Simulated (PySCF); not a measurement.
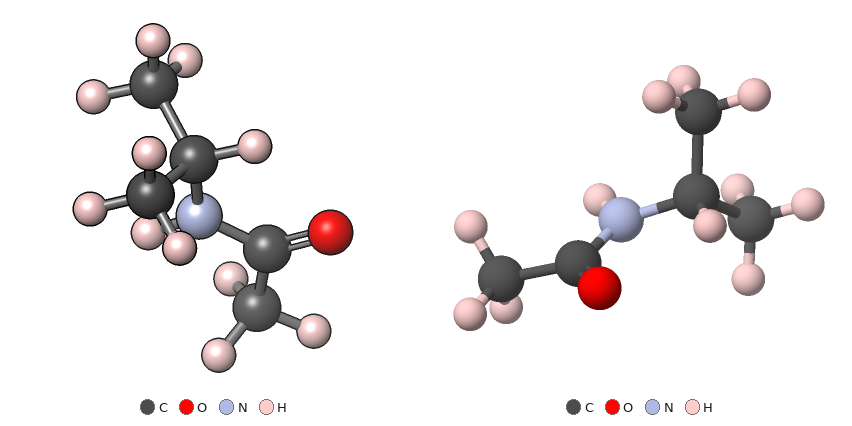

Both panels show the same species.

The computed structure is the end point of a GFN2-xTB optimisation. No frequency run is at hand to confirm it as a minimum.

**Count the atoms of each element.**

C₅H₁₁NO, 18 atoms: 5 carbon, 11 hydrogen, 1 nitrogen and 1 oxygen.

**Name functional groups in it.**

Among them: amide.

**What is its SMILES?**

CC(=O)NC(C)C

**Count the bonded pairs by element.**

10 C–H, 3 C–C, 2 C–N, 1 C–O, 1 N–H.

More results for the same structure follow; atom numbers are the same in all pictures, views and colours differ.

**Shape**

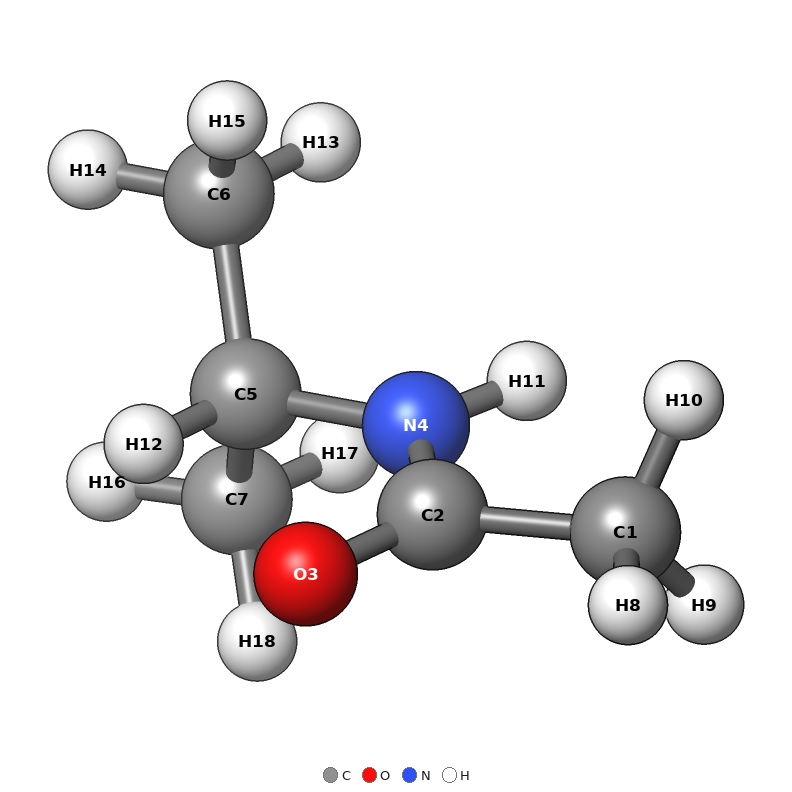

No frequency run is at hand to confirm it as a minimum.

**Describe the coordination of atom 4.**

N4 has 3 neighbours (C2 at 1.35, C5 at 1.45, H11 at 1.01 Å); the arrangement is trigonal planar.

**What is the geometry at C1?**

C1 has 4 neighbours (C2 at 1.52, H8 at 1.09, H9 at 1.09, H10 at 1.09 Å); the arrangement is tetrahedral.

**What is the geometry at C7?**

C7 has 4 neighbours (C5 at 1.53, H16 at 1.09, H17 at 1.09, H18 at 1.09 Å); the arrangement is tetrahedral.

**What is the geometry at C5?**

C5 has 4 neighbours (N4 at 1.45, C6 at 1.53, C7 at 1.53, H12 at 1.09 Å); the arrangement is tetrahedral.

**What is the dihedral angle C1–C2–N4–C5?**

179° in size, that is anti.

**Dipole moment**

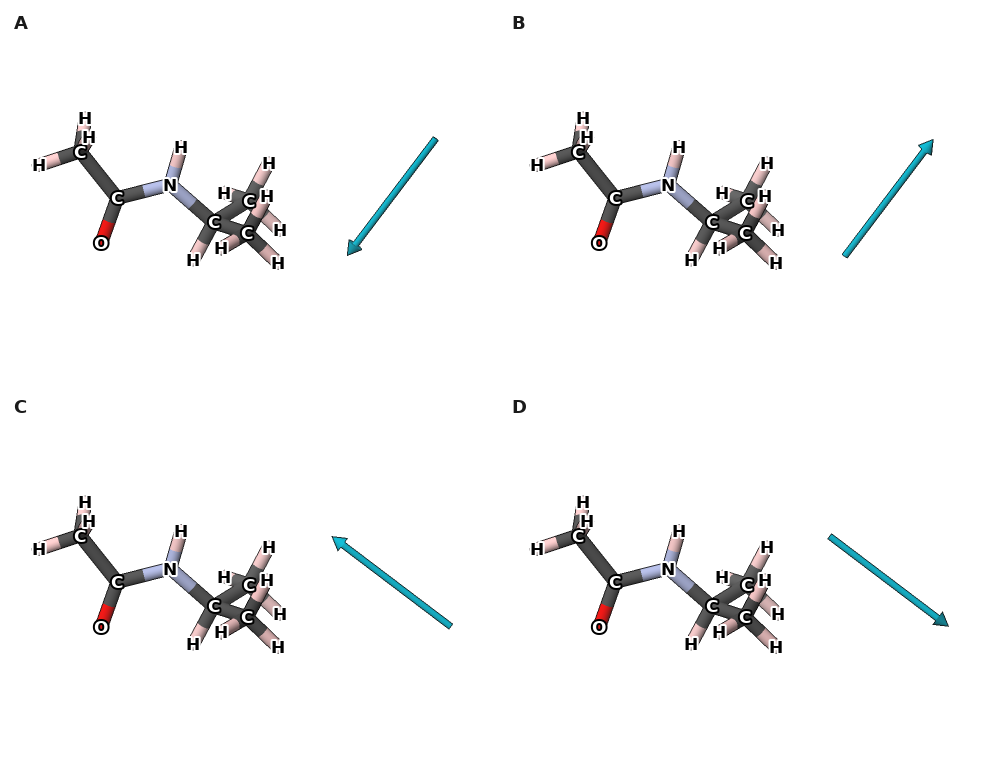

The same molecule four times, each with an arrow. No frequency run is at hand to confirm it as a minimum. Properties computed with PBE0/pcSseg-1, gas phase (PySCF 2.14.0).

**Which arrow points along the dipole moment, from the negative to the positive end?**

B. The dipole moment is 3.73 D.

**Quadrupole coupling**

No frequency run is at hand to confirm it as a minimum. Electric field gradients from the ground-state density, PBE0/pcSseg-1 (PySCF 2.14.0), non-relativistic apart from any core potentials.

Give the largest field-gradient component, the quadrupole coupling constant and the asymmetry for 17O at O3 (Q = −25.6 mb), 14N at N4 (Q = 20.44 mb), 2H at H8 (Q = 2.86 mb), 2H at H9 (Q = 2.86 mb), 2H at H10 (Q = 2.86 mb), 2H at H11 (Q = 2.86 mb).

| atom | V_zz (a.u.) | e²qQ/h (MHz) | η |
| --- | --- | --- | --- |
| O3 | −1.614 | 9.71 | 0.02 |
| N4 | −0.992 | −4.77 | 0.08 |
| H8 | 0.315 | 0.212 | 0.01 |
| H9 | 0.314 | 0.211 | 0.03 |
| H10 | 0.314 | 0.211 | 0.03 |
| H11 | 0.410 | 0.275 | 0.20 |

**Charges**

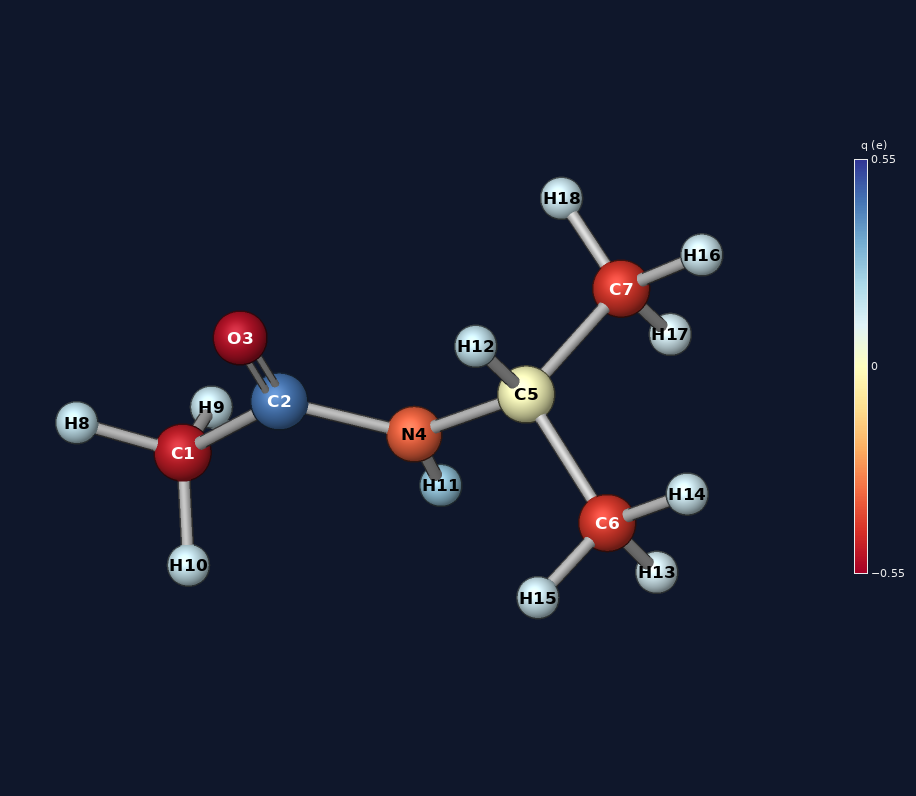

Atoms are coloured by their IAO charges. No frequency run is at hand to confirm it as a minimum. Properties computed with PBE0/pcSseg-1, gas phase (PySCF 2.14.0).

**Which atom carries the highest charge (most positive or least negative)?**

C2 (0.43 e).

**And the lowest?**

O3 (−0.51 e).

List the IAO charges.

| atom | value (e) |
| --- | --- |
| C1 | −0.48 |
| C2 | 0.43 |
| O3 | −0.51 |
| N4 | −0.35 |
| C5 | 0.00 |
| C6 | −0.43 |
| C7 | −0.43 |
| H8 | 0.17 |
| H9 | 0.16 |
| H10 | 0.16 |
| H11 | 0.26 |
| H12 | 0.17 |
| H13 | 0.13 |
| H14 | 0.14 |
| H15 | 0.15 |
| H16 | 0.14 |
| H17 | 0.13 |
| H18 | 0.15 |
